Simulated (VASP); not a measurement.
Band structure of As₂Se₃ (relaxed from the corundum structure, space group R-3c). Method: PBEsol GGA, VASP's PBE PAW potentials (set 64) (plane waves; VASP).

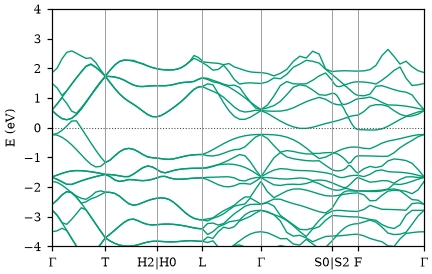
Figure: Bands along high-symmetry lines, zero at the valence-band maximum or, without a gap, the Fermi level

Task: Read the plot: is there a gap, and where are the band edges?

Result: It has no gap at this level: it comes out as a metal or semimetal. (Edges off the drawn lines would not show.)

The structure was generated: As2Se3 was put into the corundum type (R-3c), which need not be its known phase. It was relaxed first, which changed the volume by +15 %.
